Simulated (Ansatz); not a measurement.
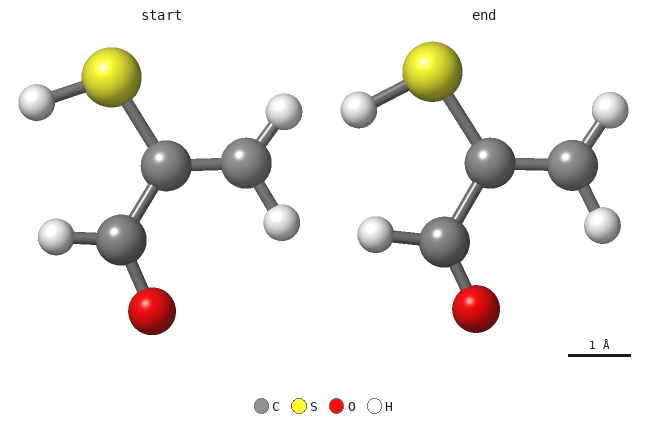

The structure of C$_{3}$H$_{4}$OS (coarse preliminary run) before (left) and after (right) a relaxation, at one scale.

Style: ball-and-stick. Shown face on.

The start comes from a force field.

The calculation used RKS PBE-D4/def2-SVP (Ansatz 0.2.0). (force threshold 0.03 eV/Å; at most 200 steps)

> Describe what moved and what it gained.

The largest move after the best rigid fit is that of an H atom, 0.12 Å. Largest moves by element: H 0.12 Å, S 0.10 Å, C 0.07 Å, O 0.04 Å. Among the contacts that change: C–H 1.066 → 1.135 Å, C–S 1.703 → 1.770 Å, C–C 1.436 → 1.502 Å, H–S 1.306 → 1.366 Å. Bond angles that change, for instance: C–S–H 102.9° → 94.8°, H–C–H 112.9° → 119.2°, C–C–H 128.4° → 123.1°. Over 6 geometry steps the energy falls by 0.568 eV. The largest force component goes from 4.7 to 0.025 eV/Å.
